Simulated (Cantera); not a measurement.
A closed system holds: 1 mol CH3Cl, 0.027 mol HCl, equilibrated at 0.0180 Torr.

Equilibrium computed with Cantera from the NASA thermochemical tables; the gas is ideal and each condensed phase is pure. Candidate condensed phases: C, C6H6, C7H8, C8H18; 103 gas species. Ions and electrons are included (thermal ionisation). Rates play no part.

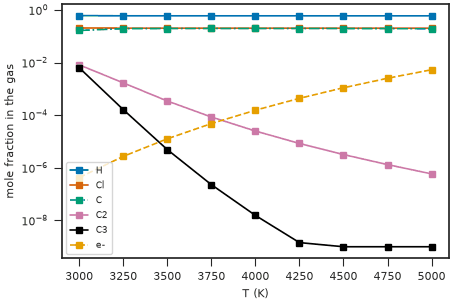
Fig. 1. Equilibrium gas composition (values under 1e-9 drawn at 1e-9)

**Question.** Read off the mole fractions at 3500 K.

**Answer.** H about 0.60, Cl about 0.20, C about 0.20, C2 about 0.00035, e- about 1.3e-5, C3 about 4.9e-6.
